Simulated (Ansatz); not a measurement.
# One shape, several levels: O2 (oxygen)

Wanted: a comparison of 6 runs (UB3LYP/STO-3G, UBHLYP/STO-3G, UBLYP/STO-3G, UHSE06/STO-3G, RPA@PBE/STO-3G, UMP2/STO-3G) of O2 (oxygen). 

The results are computed with Ansatz 0.2.0.

39 further runs of the same task are left out: 15 that didn't finish, 24 set aside as unsound or not needed.

## 1. The system as given

O2 has 2 atoms, charge 0, and is taken as a triplet. SMILES: `O=O`. The O2–O1 distance was set to 3.025 Å, away from the relaxed value.

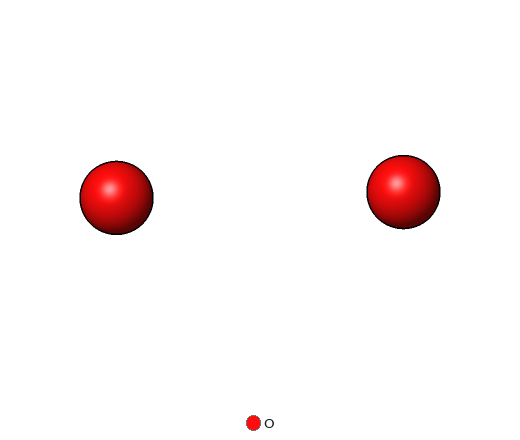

The structure, seen from a chosen angle (oxygen red).

## 2. The energy at UB3LYP/STO-3G (run 1)

File molecule.yaml:

```yaml
basis:
  gaussian: {orbitals: STO-3G}
crystal:
  periodic: [false, false, false]
  atoms:
    - symbol: O
      position_ang: [2.067715, -0.668958, 1.064997]
    - symbol: O
      position_ang: [-0.516930, 0.167240, -0.266250]
magnetization: {spin_polarized: true, initial_magnetization: 2}
accuracy: high
hamiltonian: {xc: {name: B3LYP}}
```

The run is started by

```console
ansatz run molecule.yaml --threads 1 --pin off --max-ram 2610MiB --events-out events.jsonl --progress --plain --runs-dir runs
```

The log of the run:

```text
Warning: RAYON_NUM_THREADS=1 ignored (pool sized by the plan → 1); use --threads N
Functional definition: B3LYP
  name "B3LYP"
  parameter a0 = 0.2
  parameter ax = 0.72
  parameter ac = 0.81
  exchange = (1 - a0 - ax)*slater_x + ax*b88_x + a0*exact_x
  correlation = (1 - ac)*vwn_rpa_c + ac*lyp_c
141 factors; integrals over basis functions are off by at most 4.0e-9 eV
mean field evaluation 1: about -4023.5987 eV, gradient 6.4e-2 eV
mean field evaluation 2: about -4023.5969 eV, gradient 6.4e-2 eV
mean field evaluation 4: about -4026.3569 eV, gradient 7.2e-2 eV
mean field evaluation 8: about -4026.3570 eV, gradient 1.3e-4 eV
mean field evaluation 16: about -4028.3201 eV, gradient 1.6e-3 eV
mean field evaluation 32: about -4028.3234 eV, gradient 7.4e-3 eV
mean field evaluation 64: about -4028.3200 eV, gradient 1.5e-2 eV
mean field evaluation 96: about -4028.3227 eV, gradient 7.4e-3 eV
mean field evaluation 128: about -4025.3088 eV, gradient 5.5e-3 eV
mean field evaluation 160: about -4028.3201 eV, gradient 2.8e-5 eV
mean field evaluation 192: about -4028.3200 eV, gradient 1.2e-3 eV
mean field evaluation 224: about -4028.3184 eV, gradient 5.7e-2 eV
mean field evaluation 256: about -4028.3183 eV, gradient 6.5e-2 eV
mean field evaluation 288: about -4028.3236 eV, gradient 2.0e-2 eV
mean field evaluation 320: about -4028.3212 eV, gradient 1.1e-2 eV
mean field evaluation 352: about -4028.3205 eV, gradient 4.0e-3 eV
mean field -4028.32394313 eV, -148.0381744139 hartree, gradient 3.3e-9 eV, S^2 2.999977; 23 other end points of the search recorded, 0 dependent functions left out
reference -4028.32395903 eV, -148.0381749981 hartree; 9, 7 occupied and 1, 3 virtual orbitals, 141 factors
Total energy: -4028.32395903 eV, -148.0381749981 hartree
```

Wall time 31 s (1 thread of Arm Neoverse V1, shared host); peak memory 0.088 GiB.

## 3. The energy at UBHLYP/STO-3G (run 2)

File run.yaml:

```yaml
crystal:
  periodic: [false, false, false]
  atoms:
    - {symbol: O, position_ang: [2.067715, -0.668958, 1.064997]}
    - {symbol: O, position_ang: [-0.516930, 0.167240, -0.266250]}
basis:
  gaussian:
    orbitals: STO-3G
magnetization:
  spin_polarized: true
  initial_magnetization: 2
accuracy: high
hamiltonian:
  xc: {name: BHLYP}
```

The run is started by

```console
ansatz run run.yaml --threads 1 --pin off --max-ram 2610MiB --events-out events.jsonl --progress --plain --runs-dir runs
```

The log of the run (excerpt; [...] marks lines left out):

```text
Warning: RAYON_NUM_THREADS=1 ignored (pool sized by the plan → 1); use --threads N
Functional definition: BHLYP
  name "BHLYP"
[...]
141 factors; integrals over basis functions are off by at most 4.0e-9 eV
[...]
mean field -4028.27367391 eV, -148.0363270542 hartree, gradient 2.6e-8 eV, S^2 2.999983; 17 other end points of the search recorded, 0 dependent functions left out
reference -4028.27368486 eV, -148.0363274565 hartree; 9, 7 occupied and 1, 3 virtual orbitals, 141 factors
Total energy: -4028.27368486 eV, -148.0363274565 hartree
```

Run time: 20 s. Hardware: 1 thread of Arm Neoverse V1, shared host; peak memory 0.088 GiB.

Runs 3 to 5 aren't shown in full; the table further down has their settings and results.

## 4. A single-point energy at UMP2/STO-3G (run 6)

File molecule.yaml:

```yaml
crystal:
  periodic: [false, false, false]
  atoms:
    - {symbol: O, position_ang: [2.067715, -0.668958, 1.064997]}
    - {symbol: O, position_ang: [-0.516930, 0.167240, -0.266250]}
basis:
  gaussian:
    orbitals: STO-3G
magnetization:
  spin_polarized: true
  initial_magnetization: 2
correlation:
  method: mp2
  frozen_orbitals: {O: 1}
accuracy: high
```

The run is started by

```console
ansatz run molecule.yaml --threads 1 --pin off --max-ram 2610MiB --events-out events.jsonl --progress --plain --runs-dir runs
```

The log of the run:

```text
Warning: RAYON_NUM_THREADS=1 ignored (pool sized by the plan → 1); use --threads N
[... 27 lines left out ...]
2 core orbitals not correlated: weight in the atoms' cores, before any rotation towards them, 1.000 or more for the frozen orbitals, at most 0.000 for the correlated occupied ones
[... 2 lines left out ...]
Total energy: -4015.37691908 eV, -147.5623800559 hartree
```

Wall time 0.79 s (1 thread of Arm Neoverse V1, shared host).

## 5. Overview of the runs

| run | level | frozen core orbitals | energy (Eh) | ⟨S²⟩ | wall time |
| --- | --- | --- | --- | --- | --- |
| 1 | UB3LYP/STO-3G | – | -148.038175 | 3.000 | 31 s |
| 2 | UBHLYP/STO-3G | – | -148.036327 | 3.000 | 20 s |
| 3 | UBLYP/STO-3G | – | -147.986079 | 3.000 | 32 s |
| 4 | UHSE06/STO-3G | – | -147.913068 | 3.000 | 47 s |
| 5 | RPA@PBE/STO-3G | 2 | -147.634458 | 3.000 | 44 s |
| 6 | UMP2/STO-3G | 2 | -147.562380 | 3.000 | 0.79 s |

## 6. Summary of results

| quantity | value |
| --- | --- |
| run 6: total energy | -147.56238 Eh |
| run 6: correlation energy (2 core orbitals frozen) | -1.4 mEh |
| run 6: ⟨S²⟩ of the reference determinant | 3.000 |

What this shows: Totals of different functionals can't be ranked against each other. In runs 1, 2, 3, 4, 5, 6 the basis is minimal, so the values are rough. Spin contamination of the reference: run 6 ⟨S²⟩ = 3.00, run 2 ⟨S²⟩ = 3.00, run 4 ⟨S²⟩ = 3.00, run 1 ⟨S²⟩ = 3.00, run 5 ⟨S²⟩ = 3.00, run 3 ⟨S²⟩ = 3.00. Where it is this large, the reference is a mixture of spin states, and values that rest on it are in doubt. All runs together took 2.9 min, the longest 47 s.
